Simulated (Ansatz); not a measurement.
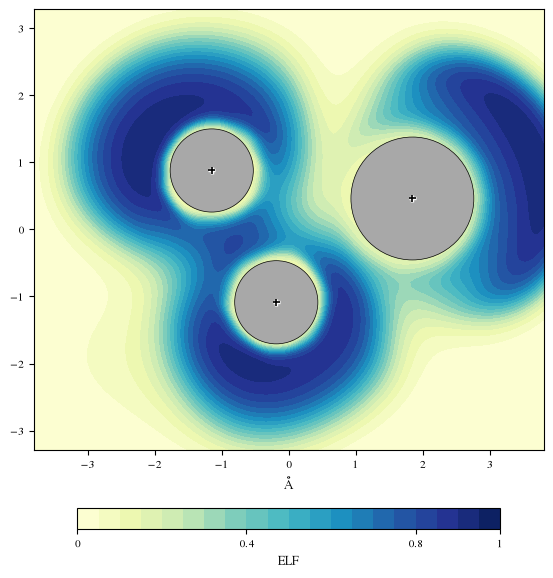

The electron localisation function on a plane through atoms (crosses mark nuclei in the plane; grey discs cover the cores).

The calculation used UKS PBE0-D4/def2-TZVP in Ansatz 0.2.0.

Candidates:
A. H4Mo (triplet)
B. Ga2P3 (doublet)
C. BSi2 (quartet)

Which candidate gave the map?

Answer. Candidate B: Ga2P3 on the plane of atoms Ga2, P3 and P4, which holds Ga and P. P–P (2.19 Å): the ELF peaks at about 0.80 between the atoms; a covalent bond. Ga–P (2.55 Å): the ELF peaks at about 0.75 in the valence shell of P, 1.0 Å from its nucleus, and is about 0.50 at the midpoint.
